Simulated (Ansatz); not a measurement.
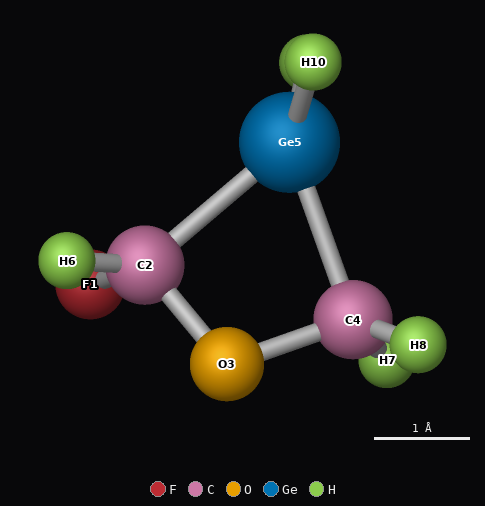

*The structure as given in the input (ball-and-stick view, seen on its broad side; atoms are numbered from 1 in the order of the input). Sticks mark near contacts.*

Bond lengths as drawn: C–F 1.38 Å, C–Ge 1.98 to 2.00 Å, C–H 1.09 Å, C–O 1.39 to 1.44 Å and Ge–H 1.54 Å.

## Single-point calculation of C2H5FGeO

The run: single-point calculation of C2H5FGeO, SMILES F[CH]1O[CH2][GeH2]1. Method and program: RHF-CCSD(T), frozen core/def2-TZVPP (Ansatz 0.2.0).

The geometry comes from this level: PBE0-D4/def2-TZVP.

The program's output:
```
Functional definition: HF
  name "HF"
  cite "Fock, Z. Phys. 61, 126 (1930) doi:10.1007/BF01340294"
  parent pbe
  exchange = exact_x
  correlation = 0
1504 factors; integrals over basis functions are off by at most 1.1e-3 eV
mean field evaluation 1: about -63354.5689 eV, gradient 3.6e1 eV
mean field evaluation 2: about -63354.8474 eV, gradient 3.6e1 eV
mean field evaluation 4: about -63357.7751 eV, gradient 4.2e0 eV
mean field evaluation 8: about -63357.8330 eV, gradient 3.4e-1 eV
mean field evaluation 16: about -63354.5700 eV, gradient 3.6e1 eV
mean field -63357.83338070 eV, -2328.3574312588 hartree, gradient 2.0e-6 eV, S^2 0.000000; 0 other end points of the search recorded, 0 dependent functions left out
13 core orbitals not correlated: weight in the atoms' cores, before any rotation towards them, 1.000 or more for the frozen orbitals, at most 0.000 for the correlated occupied ones
reference -63357.83338070 eV, -2328.3574312588 hartree; 20, 20 occupied and 209, 209 virtual orbitals, 1504 factors
second order -29.21252020 eV of doubles, -0.00000000 eV of singles
cycle   1  -28.91726800 eV  change    3.0e-1 eV  update   1.2e-1
cycle   2  -29.70105242 eV  change   -7.8e-1 eV  update   3.6e-2
cycle   3  -29.85476516 eV  change   -1.5e-1 eV  update   1.8e-2
cycle   4  -29.83574840 eV  change    1.9e-2 eV  update   4.6e-3
cycle   5  -29.83361282 eV  change    2.1e-3 eV  update   2.3e-3
cycle   6  -29.83530157 eV  change   -1.7e-3 eV  update   7.4e-4
cycle   7  -29.83496629 eV  change    3.4e-4 eV  update   3.0e-4
cycle   8  -29.83478421 eV  change    1.8e-4 eV  update   9.6e-5
cycle   9  -29.83482534 eV  change   -4.1e-5 eV  update   3.5e-5
cycle  10  -29.83484568 eV  change   -2.0e-5 eV  update   1.3e-5
```

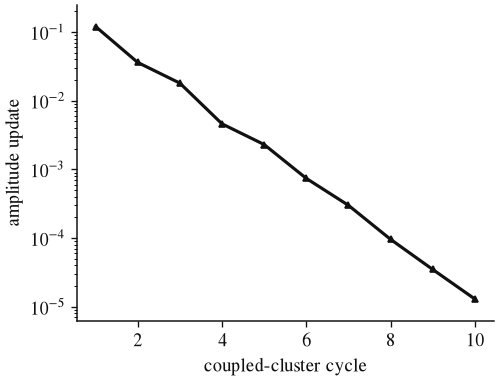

*Convergence of the coupled-cluster equations: amplitude update against the coupled-cluster cycle.*

The residual falls at every step.

```
perturbative correction -1.15110288 eV, -0.0423022506 hartree
Total energy: -63388.81932926 eV, -2329.4961438654 hartree
```

The run was set up as follows.

Input:
```yaml
crystal:
  periodic: [false, false, false]
  atoms:
    - {symbol: F, position_ang: [-0.617281, -0.324364, 2.060778]}
    - {symbol: C, position_ang: [0.390752, -0.350615, 1.113825]}
    - {symbol: O, position_ang: [0.139854, -1.328349, 0.156627]}
    - {symbol: C, position_ang: [-0.440707, -0.646441, -0.972974]}
    - {symbol: Ge, position_ang: [0.172994, 1.096458, -0.249156]}
    - {symbol: H, position_ang: [1.316624, -0.569987, 1.649037]}
    - {symbol: H, position_ang: [-1.523183, -0.790815, -1.009189]}
    - {symbol: H, position_ang: [0.011733, -1.008768, -1.896157]}
    - {symbol: H, position_ang: [-0.832024, 2.224284, 0.023812]}
    - {symbol: H, position_ang: [1.464141, 1.647297, -0.873702]}
basis:
  gaussian: {orbitals: def2-TZVPP}
correlation: {method: ccsd_t}
```

Launched with:
```bash
ansatz run in.yaml --threads 4 --pin off --events-out ev --progress --plain --max-ram 10444MiB
```

Results in brief:

- outcome: converged
- total energy: −63388.8193 eV
- mean-field energy: −63357.8334 eV
- CCSD correlation: −29.8348 eV
- (T) correction: −1.1511 eV
- T1 diagnostic: 0.013
- SCF solution under orbital rotations: stable
- hardware: 4 threads of Arm Neoverse V1, 23 GiB of memory available, shared host
- wall time: 4.4 min (CPU time 17 min)
- peak memory: 5.2 GiB
